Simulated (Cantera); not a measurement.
Charge: 1 mol Si3N4, 700 mol H2, 0.87 mol O2, equilibrated at 31.0 Pa.

Cantera equilibrium calculation (NASA polynomials, part measured and part estimated; ideal gas, pure solids and liquids). Candidate condensed phases: H2O, Si, SiO2, Si2N2O, Si3N4; 35 gas species. Gases not in the tables: Si2H6 and higher silanes. Equilibrium is a limit: real reactors are often held back by kinetics, nucleation or transport.

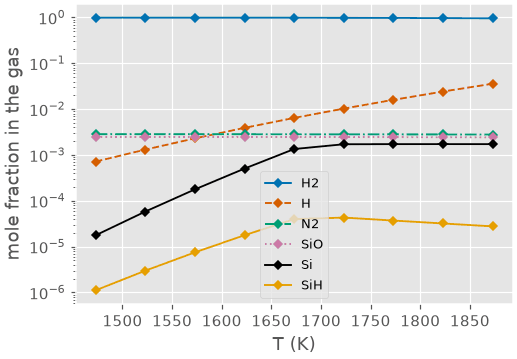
Equilibrium gas composition (values under 1e-9 drawn at 1e-9)

**Question.** Read off the mole fractions at 1523 K.

**Answer.** H2 about 0.99, N2 about 0.0028, SiO about 0.0025, H about 0.0013, Si about 5.8e-5, SiH about 3.0e-6.
